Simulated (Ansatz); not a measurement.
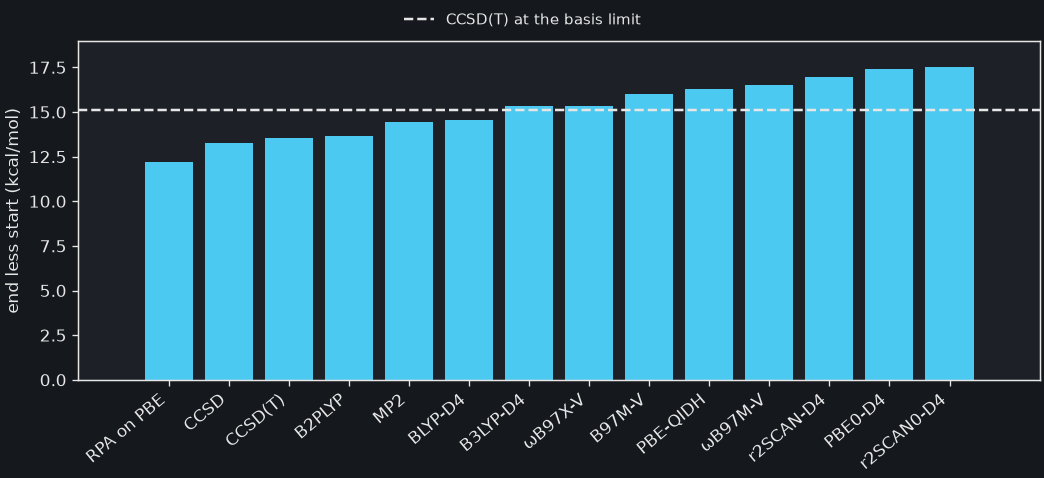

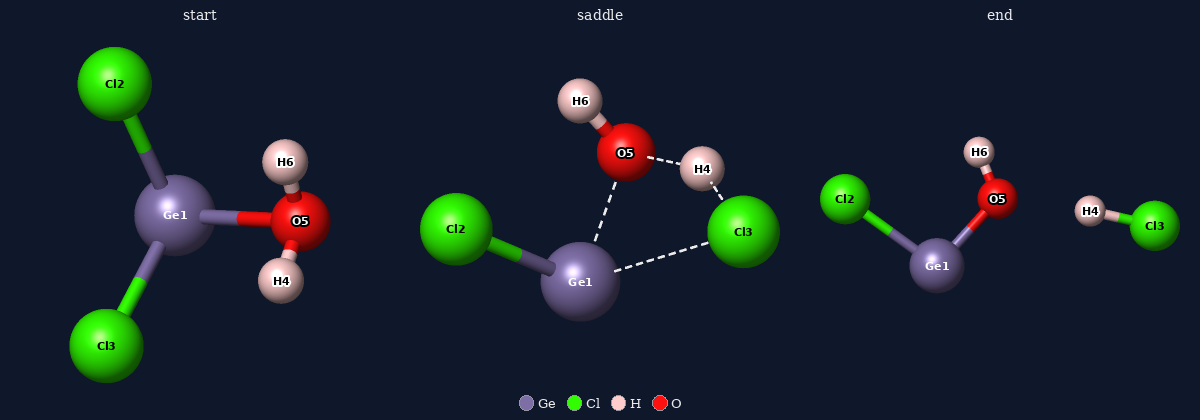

Energy change in one step of GeH₂OCl₂, singlet at several levels. In the step Cl3–H4 (2.58 → 1.40 → 1.30 Å) forms; Ge1–Cl3 (2.24 → 2.76 → 4.39 Å) and H4–O5 (0.97 → 1.46 → 1.83 Å) break; Ge1–O5 (2.22 → 1.88 → 1.79 Å) closes from a weak contact (lengths at start, saddle and end; changes of bond order aren't listed). Electronic energies at PBE0-D4/def2-TZVP geometries, energies in def2-TZVPP, the Ansatz code 0.2.0; cores frozen in correlated methods, no zero-point terms. Start and end are the structures at the ends of the path (complexes, where there are several molecules). On heavy atoms the filled d shell below the valence is correlated. The line is the MP2 basis limit plus CCSD(T) less MP2 in triple zeta. RPA on PBE, B2PLYP and PBE-QIDH hold a correlation term that converges slowly with the basis, so part of the distance to the limit is basis error. No dispersion term is added to B2PLYP and PBE-QIDH. The distance of CCSD, CCSD(T) and MP2 to the limit includes basis error. The limit lies 1.6 kcal/mol from CCSD(T) in triple zeta, so the line itself is uncertain by a part of that.

**Which level comes closest to the line (CCSD(T) at the basis limit), and which misses most?**

Closest B3LYP-D4 (15.3 kcal/mol) and ωB97X-V (15.3 kcal/mol), against 15.1 kcal/mol; farthest RPA on PBE (12.2 kcal/mol).

**What range do the values span, the line included?**

From 12.2 kcal/mol (RPA on PBE) to 17.5 kcal/mol (r2SCAN0-D4).

Caveats, for all or some of the runs: no scalar relativity up to krypton.
